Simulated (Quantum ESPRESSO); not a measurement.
# Fe3PO7 (Grattarolaite): which magnetic order is lowest

Does Fe3PO7 (Grattarolaite) prefer parallel or opposed moments?

Program: Quantum ESPRESSO 7.5. Level of theory: PBEsol with U = 4.5 eV on Fe d (ortho-atomic projectors); plane waves with GBRV 1.5 PBEsol potentials, no spin-orbit coupling. Results are calculated unless marked as measured.

The experiments to compare with:

For Fe3PO4O3, rhombohedral, non-centrosymmetric (earlier work), “Partial Antiferromagnetic Helical Order in Fe3PO4O3” (2019, arxiv:1910.08818) quotes earlier work: moment (ordered moment per Fe3+) 4.3 μB [literature value derived from Mössbauer spectra, not from magnetic diffraction …].

Report form: the programs' logs are mostly left out.

## (1) Starting point

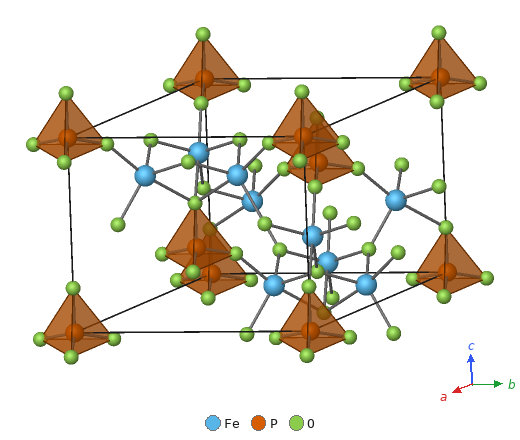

The cell as given, slightly off an axis (iron blue, phosphorus orange, oxygen green). This picture shows the conventional cell, with its axes. Some periodic images of atoms are drawn too.

The cell comes from the Crystallography Open Database.

## (2) Run 1 (ferro +++)

The signs are those of the starting moments on the seeded atoms, the atoms that are given a moment.

Contents of pw.in:

```
&CONTROL
  calculation = 'scf'
  prefix = 'pwscf'
  outdir = './tmp'
  pseudo_dir = './pseudo'
  disk_io = 'nowf'
/
&SYSTEM
  ibrav = 0
  celldm(1) = 8
  nat = 11
  ntyp = 3
  ecutwfc = 40
  ecutrho = 280
  nbnd = 68
  occupations = 'smearing'
  smearing = 'fd'
  degauss = 0.00367493
  nspin = 2
  starting_magnetization(1) = 0.25
  starting_magnetization(2) = 0
  starting_magnetization(3) = 0
/
&ELECTRONS
  conv_thr = 2.2d-08
  electron_maxstep = 150
  mixing_beta = 0.3
/
ATOMIC_SPECIES
Fe     55.8450 fe_pbesol_v1.5.uspp.F.UPF
P      30.9738 p_pbesol_v1.5.uspp.F.UPF
O      15.9990 o_pbesol_v1.2.uspp.F.UPF
CELL_PARAMETERS alat
   0.9455717096096    0.5459260810892    0.5403829330623
  -0.9455717096096    0.5459260810892    0.5403829330623
   0.0000000000000   -1.0918521621548    0.5403829330623
ATOMIC_POSITIONS crystal
Fe      0.5395000000    0.1485000000    0.5395000000
Fe      0.5395000000    0.5395000000    0.1485000000
Fe      0.1485000000    0.5395000000    0.5395000000
P       0.0000000000    0.0000000000    0.0000000000
O       0.2289000000    0.2289000000    0.2289000000
O       0.3895000000    0.7668000000    0.3895000000
O       0.3895000000    0.3895000000    0.7668000000
O       0.7668000000    0.3895000000    0.3895000000
O       0.8330000000    0.1440000000    0.8330000000
O       0.8330000000    0.8330000000    0.1440000000
O       0.1440000000    0.8330000000    0.8330000000
K_POINTS automatic
4 4 4 0 0 0
HUBBARD {ortho-atomic}
U Fe-3d 4.5000
```

The run is started by

```bash
$ OMP_NUM_THREADS=1 mpirun -n 4 pw.x -nk 4 -in pw.in > pw.out
```

It took 36 s on 4 MPI ranks of Intel Xeon Platinum 8488C (Sapphire Rapids), shared host; peak memory 0.84 GiB.

Spin moment in the atom's sphere by atom:

| atom | spin moment in the atom's sphere (μB) |
| --- | --- |
| Fe1 | 3.90 |
| Fe2 | 3.90 |
| Fe3 | 3.90 |
| P4 | 0.01 |
| O5 | 0.14 |
| O6 | 0.30 |
| O7 | 0.30 |
| O8 | 0.30 |
| O9 | 0.10 |
| O10 | 0.10 |
| O11 | 0.10 |

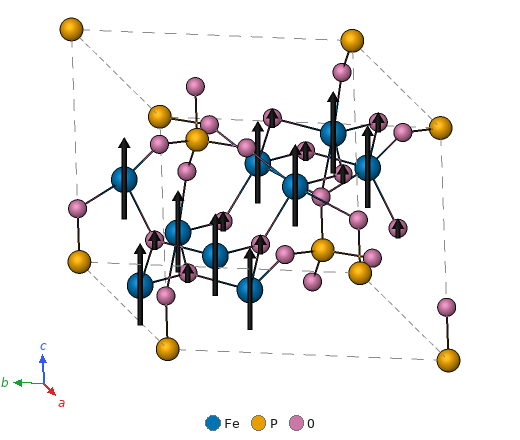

Spin moment in the atom's sphere as arrows, the longest 3.90 μB. Up and down stand for the sign. Arrows give size and sign along the axis of quantisation, drawn up and down the page. Each arrow also spans its atom, so small moments look longer than they are. Bonds to atoms that aren't drawn are left out. Some periodic images of atoms are drawn too.

Read from the output:

- smearing term TS: 1.11e-9 eV
- magnetization: 15 μB
- absolute magnetization: 15.01 μB
- final state: ferromagnetic

## (3) Run 2, typed as ferri ++−

Changes to pw.in since step 2:

```diff
@@ -11,6 +11,6 @@
   nat = 11
-  ntyp = 3
+  ntyp = 4
   ecutwfc = 40
   ecutrho = 280
-  nbnd = 68
+  nbnd = 64
   occupations = 'smearing'
@@ -20,4 +20,5 @@
   starting_magnetization(1) = 0.25
-  starting_magnetization(2) = 0
+  starting_magnetization(2) = -0.25
   starting_magnetization(3) = 0
+  starting_magnetization(4) = 0
 /
@@ -29,3 +30,4 @@
 ATOMIC_SPECIES
-Fe     55.8450 fe_pbesol_v1.5.uspp.F.UPF
+Fe1    55.8450 fe_pbesol_v1.5.uspp.F.UPF
+Fe2    55.8450 fe_pbesol_v1.5.uspp.F.UPF
 P      30.9738 p_pbesol_v1.5.uspp.F.UPF
@@ -37,5 +39,5 @@
 ATOMIC_POSITIONS crystal
-Fe      0.5395000000    0.1485000000    0.5395000000
-Fe      0.5395000000    0.5395000000    0.1485000000
-Fe      0.1485000000    0.5395000000    0.5395000000
+Fe1     0.5395000000    0.1485000000    0.5395000000
+Fe1     0.5395000000    0.5395000000    0.1485000000
+Fe2     0.1485000000    0.5395000000    0.5395000000
 P       0.0000000000    0.0000000000    0.0000000000
@@ -51,2 +53,3 @@
 HUBBARD {ortho-atomic}
-U Fe-3d 4.5000
+U Fe1-3d 4.5000
+U Fe2-3d 4.5000
```

Run time: 55 s. Hardware: 4 MPI ranks; peak memory 0.96 GiB; 3.6 min of CPU time.

Spin moment in the atom's sphere by atom:

| atom | spin moment in the atom's sphere (μB) |
| --- | --- |
| Fe1 | 3.85 |
| Fe2 | 3.85 |
| Fe3 | -3.81 |
| P4 | 0.00 |
| O5 | 0.05 |
| O6 | 0.09 |
| O7 | 0.09 |
| O8 | 0.11 |
| O9 | 0.09 |
| O10 | 0.09 |
| O11 | -0.07 |

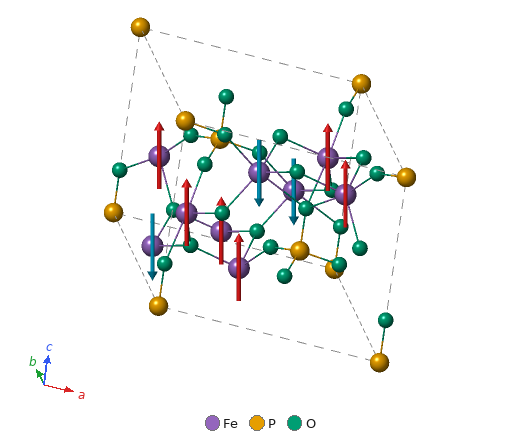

Spin moment in the atom's sphere as arrows, the longest 3.85 μB. Up and down stand for the sign. Arrows give size and sign along the axis of quantisation, drawn up and down the page. The two directions have two colours. Bonds to atoms that aren't drawn are left out. Some periodic images of atoms are drawn too.

Read from the output:

```yaml
smearing_term_ts: 1.40e-10 eV
magnetization: 5 μB
absolute_magnetization: 13.72 μB
final_state: ferrimagnetic
```

## (4) Energies of the orders

An order is kept where moments of 0.15 μB or more survive with the typed signs; meshes match where a doubled cell samples the same k points as the first cell.

Ferrimagnetic means that a moment over 0.15 μB on a transition or rare-earth metal, induced ones included, opposes the net moment. Orders:

```csv
start,final state,typed order kept,energy over the lowest (meV a seeded atom),largest site moment (μB),net moment (μB a cell of the first run),mesh matched,CPU time (s)
ferro +++,ferromagnetic,yes,161.4,3.897,15,yes,143.4
ferri ++-,ferrimagnetic,yes,0,3.851,5,yes,218.9
```

## (5) Occupations of the corrected shells in the lowest state

Occupations of the Hubbard shells:

```csv
block,type,shell,spin,electrons,occupation numbers
1,Fe1,3d,up,4.966,0.989 0.991 0.994 0.996 0.997
1,Fe1,3d,down,0.7276,0.071 0.093 0.164 0.191 0.209
2,Fe1,3d,up,4.966,0.989 0.991 0.994 0.996 0.997
2,Fe1,3d,down,0.7276,0.071 0.093 0.164 0.191 0.209
3,Fe2,3d,up,0.762,0.078 0.102 0.171 0.203 0.208
3,Fe2,3d,down,4.957,0.986 0.988 0.992 0.995 0.996
```

## (6) What came out

```yaml
lowest_state_found: ferrimagnetic (from ferri ++-)
largest_site_moment: 3.85 μB
next_state_with_moments: ferromagnetic, 161 meV a seeded atom higher
```

In words: Only these 2 starts were compared; other wavevectors, canted and longer-period orders were not. A computed site moment is spin alone and hangs on the region that is counted: the program's spheres do not touch and miss the tail of the moment. Measured moments hold any orbital part as well, and belong to the order of the sample, which need not be the order of this run.

Comparison with the measured values:

```
        quantity  measured   in the sphere  projected shell
moment (Fe) (μB)       4.3  3.85 (-10.4 %)    4.24 (-1.4 %)
```

Measured values from arxiv:1910.08818 (2019).

**Verdict.** For the moment, of the levels listed nearest comes projected shell (-1.4 %) and farthest in the sphere (-10.4 %). No cell relaxation is part of this session.

[Logs and program files are shortened in this print: banners, set-up blocks, solver, clock and traceback lines can be left out without a mark of their own.]

[Logs are printed without paths, hosts, clocks, repeated set-up lines and the standing remarks that a program may print on its own settings, such as how far it seeks lower states.]

[Hosts, paths, dates, database ids (printed as entryN), source tags and the programs' standing remarks are cut or masked in the printed files.]

[Where a cell is said to come from a database of computed structures, the database is the Materials Project.]
